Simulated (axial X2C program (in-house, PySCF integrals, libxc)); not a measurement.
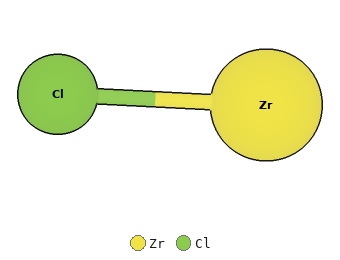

Figure 1. The molecule at the reference distance of 2.510 Å.

# Relativistic diatomic calculation, with input and output: ZrCl⁻

- system: ZrCl⁻, single determinant with Ω = 1.
- method: PBE0, two-component X2C with atomic mean-field Coulomb and Gaunt terms, Zr dyall-acv3z, Cl dyall-av3z (cores contracted) (axial X2C program (in-house, PySCF integrals, libxc))

### Log
```
two-component X2C + atomic mean field  PBE0
basis functions 232  fitting functions 1068  grid points 5080
iter        total energy     max residual
   1      -4057.154326498     3.28e+00
   2      -4058.146377684     1.59e-02
   3      -4058.144453270     2.11e-02
   4      -4058.151914315     1.99e-03
   5      -4058.151989418     9.19e-04
   6      -4058.152012520     2.17e-04
   7      -4058.152013939     5.80e-05
   8      -4058.152014051     1.82e-05
   9      -4058.152014096     5.57e-06
  10      -4058.152014104     1.82e-06
  11      -4058.152014106     1.04e-06
converged
one-electron -5897.60108976  Coulomb 1840.92305643  exact exchange -35.20223196  xc functional -107.96132332  nuclear repulsion 143.36275037  atomic mean-field constant -1.67317587
```

### The points of the curve

```tsv
R (Å)	E (hartree)	dipole (D; origin at the first atom, positive when the second is positive)	highest filled (eV)	lowest empty (eV)
2.184	−4058.123447	−0.59	0.77	1.41
2.284	−4058.133186	−1.06	0.78	1.48
2.359	−4058.136546	−1.49	0.76	1.51
2.435	−4058.137532	−1.97	0.74	1.54
2.510	−4058.152014	−0.52	0.17	1.71
2.598	−4058.134490	−3.14	0.65	1.60
2.686	−4058.131106	−3.81	0.58	1.63
2.799	−4058.125867	−4.69	0.54	1.66
2.937	−4058.118875	−5.77	0.48	1.69
3.138	−4058.108767	−7.35	0.36	1.70
```

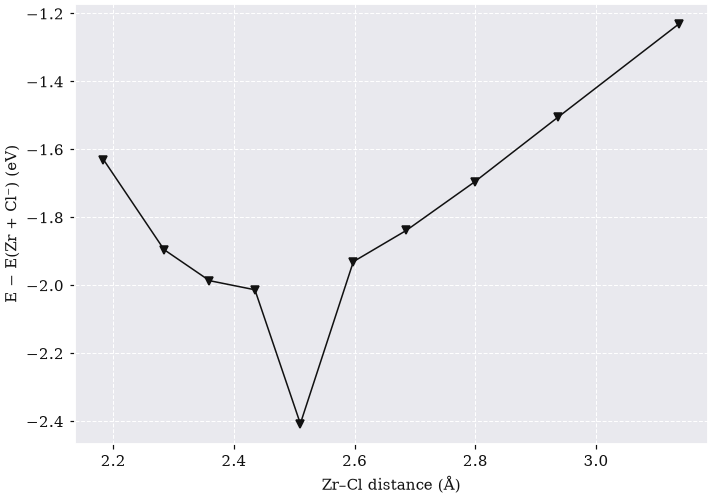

Figure 2. Energy at 10 bond lengths, for one set of occupations held fixed; the line joins the points. The lowest point is at 2.51 Å; the points are too few or too rough near it for spectroscopic constants. The lowest point lies 2.41 eV below Zr + Cl⁻.

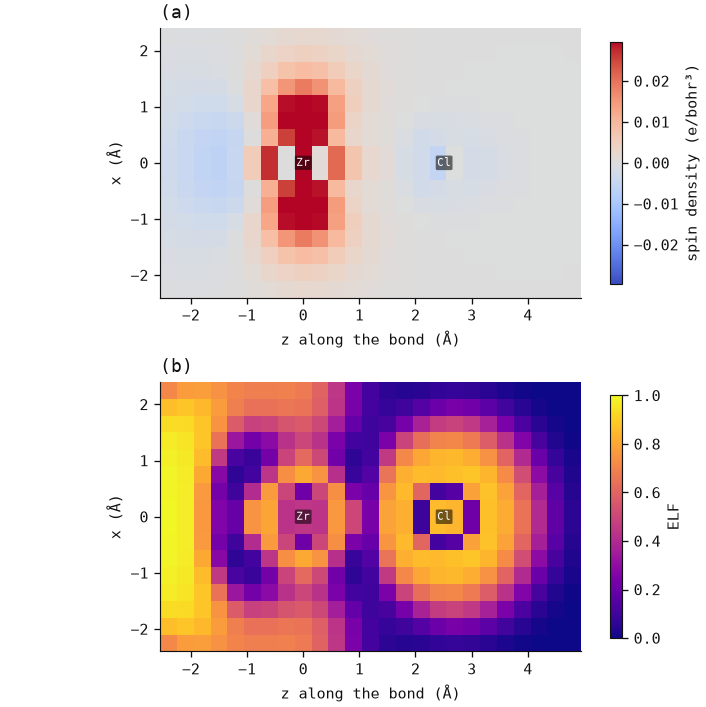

Figure 3. (a) spin density; (b) electron localisation function, in a plane that holds the axis, at 2.51 Å, on points 0.3 Å apart (one half computed, the other mirrored); the structure near the nuclei is finer than these points.

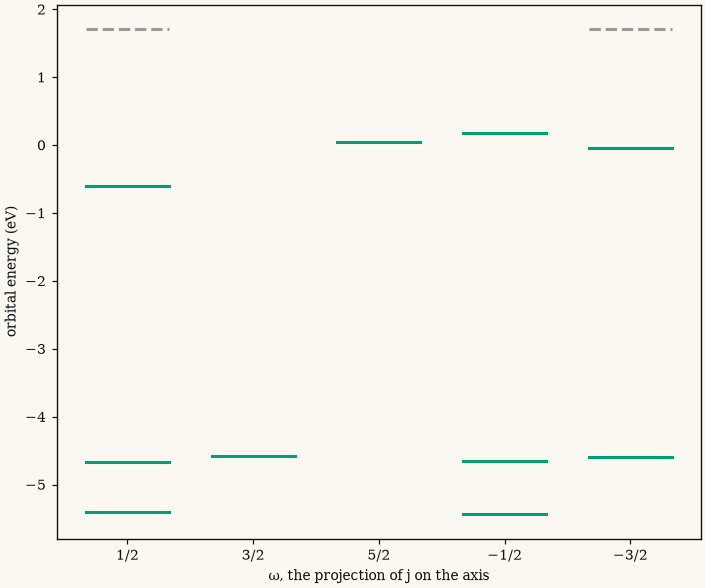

Figure 4. Orbital energies near the frontier at 2.51 Å, filled (solid) and empty (dashed). The highest filled spinor (−1/2; 64 % Zr s, 28 % Zr p) lies at 0.17 eV, the lowest empty one (1/2; 100 % Zr p) at 1.71 eV. A filled level above zero is held only by the finite basis .

### The input
```
{"zs": [40, 17], "q": -1, "bas": ["dyall-acv3z", "dyall-av3z"], "levels": ["PBE0", "HF", "PBE"], "cc": true, "r0": 2.53, "thr": -1.0, "nmax": 90, "npts": 10, "nst": 2, "ntry": 6}
```

The line is the task of a batch: nuclear charges, charge, bases, the levels to run, a first guess of the distance and further settings. This report covers PBE0 with spin-orbit coupling. The log is that of the reference distance 2.51 Å.

The run was one of a batch that the task file lists, launched with:
```bash
python <driver script> task.json out
```

### Summary

- outcome: converged; a filled level lies above zero
- hardware: 1 thread of Arm Neoverse V1, 112 GiB of memory available, shared host
- wall time: 16 s
- peak memory: 0.82 GiB

### Notes

The highest filled level (PBE0, up to 0.78 eV) lies above zero. That is common for anions, where the functional's self-interaction leaves the outer electrons unbound; only the finite basis holds them, so such levels depend on it. Caveats: curve is not smooth near the minimum.
